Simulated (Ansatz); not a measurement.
**Cl3HfI: density, localisation and related maps**

Input

```
crystal:
  periodic: [false, false, false]
  atoms:
    - symbol: Cl
      position_ang: [0.199514, 2.245726, -0.625695]
    - symbol: Cl
      position_ang: [2.127286, -1.008083, -0.249904]
    - symbol: Cl
      position_ang: [-1.453519, -1.056207, -1.525436]
    - symbol: Hf
      position_ang: [0.035755, -0.008036, -0.080948]
    - symbol: I
      position_ang: [-0.859236, -0.246998, 2.440584]
basis:
  gaussian:
    orbitals: def2-TZVPD
total_charge: 0
magnetization:
  spin_polarized: false
hamiltonian:
  xc: {name: PBE0}
output: {forces: true, orbitals: {seedname: orbitals}}
```

Command:

```sh
ansatz run input.yaml --threads 2 --pin off --max-ram 5220MiB --events-out events.jsonl --progress --plain --runs-dir runs
```

Geometry: PBE0-D4/def2-SVP; core potentials replace the inner electrons of Hf and I.

These are results of isolated molecule in a Gaussian basis; Kohn-Sham density functional theory, functional PBE0 in Ansatz, not measurements.

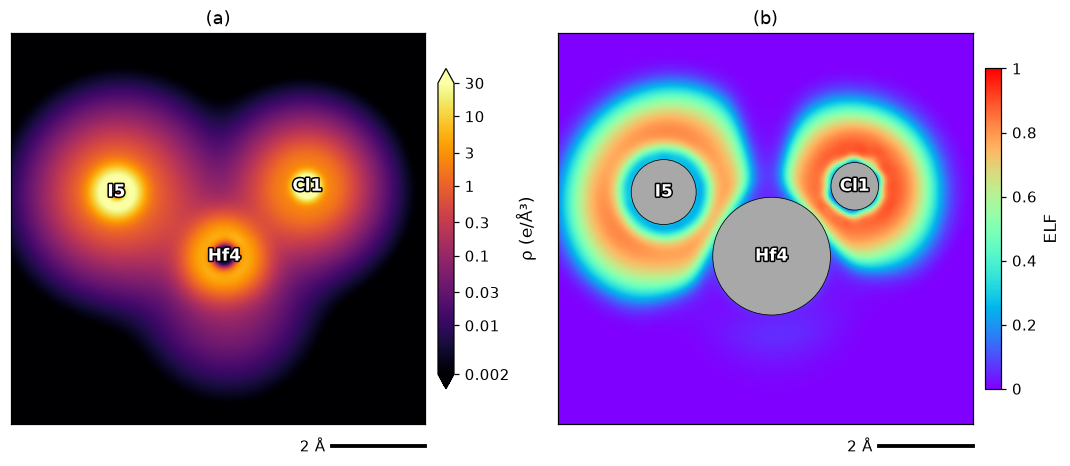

Figure 1. (a) electron density; (b) ELF on the plane of atoms Cl1, Hf4 and I5. Grey discs cover the atomic cores in the ELF map.

Q: What does the map show?

A:
- The plane passes through Cl, Hf and I nuclei.
- Hf–Cl (2.32 Å): the density is about 0.64 e/Å³ at the midpoint; the ELF peaks at about 0.85 in the valence shell of Cl, 0.9 Å from its nucleus, and is about 0.35 at the midpoint.
- Hf–I (2.69 Å): ρ is about 0.5 e/Å³ halfway; the ELF peaks at about 0.75 in the valence shell of I, 1.2 Å from its nucleus, and is about 0.60 at the midpoint.

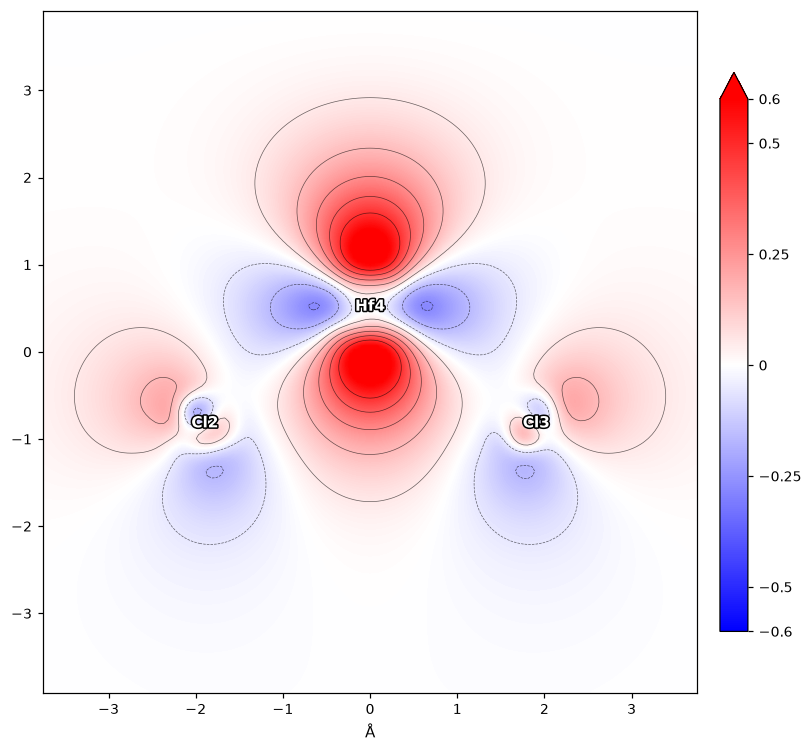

Figure 2. The LUMO on the plane of atoms Cl2, Hf4 and Cl3 (values in Å⁻³ᐟ²; the overall sign is arbitrary).

Q: Describe this orbital and give its energy.

A: By Hirshfeld shares it lies mainly on Hf4 (about 65 %), I5 (about 15 %), Cl2 (about 10 %), Cl1 (about 10 %) and Cl3 (about 10 %). It is one of a degenerate set, so its orientation is arbitrary. Its energy is −2.38 eV.
